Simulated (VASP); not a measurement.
Band structure of ErSi (space group Pnma). These are r2SCAN meta-GGA, VASP's PBE PAW potentials (set 64) (plane waves; VASP) values and carry that method's errors.

The 4f electrons are frozen in the core of the lanthanide potential, so 4f levels, which can set the real gap, and their magnetism are missing.

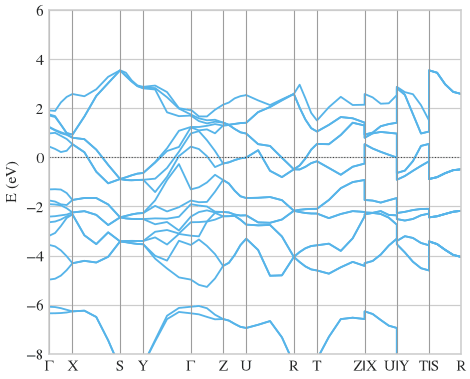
*Bands along high-symmetry lines, zero at the valence-band maximum or, without a gap, the Fermi level*

Task: Read the plot: is there a gap, and where are the band edges?

Result: It has no gap at this level: it comes out as a metal or semimetal.

The structure comes from a computed database's ErSi entry (Pnma); how it stands against other phases isn't given here. It was relaxed first.
